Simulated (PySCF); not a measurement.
Molecule: SMILES C1=CC=C1, singlet. Atoms near the plane z = 0.8 Å, at the B3LYP/def2-SVP optimised geometry (x, y, z in Å): C1 (-0.8, -0.7, 0.0), C2 (-0.8, 0.7, 0.0), C3 (0.8, 0.7, 0.0), C4 (0.8, -0.7, 0.0), H5 (-1.6, -1.4, 0.0), H6 (-1.6, 1.4, 0.0), H7 (1.6, 1.4, 0.0), H8 (1.6, -1.4, 0.0).

Computed with B3LYP/def2-TZVP (PySCF 2.14.0). The values are rescaled to run from 0 to 1.

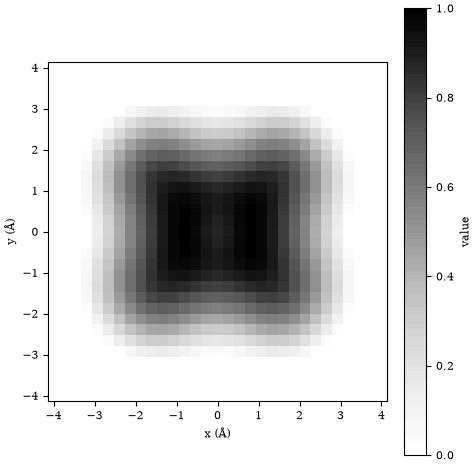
*a field on the plane z = 0.8 Å.*

Task: Which quantity is mapped?
(A) Laplacian of the electron density
(B) log10 of the electron density
(C) deformation density (molecule minus spherical neutral atoms)
(D) an orbital amplitude

Result: B, log10 of the electron density. In full: log10 of the electron density (e/bohr³), floored at −4.
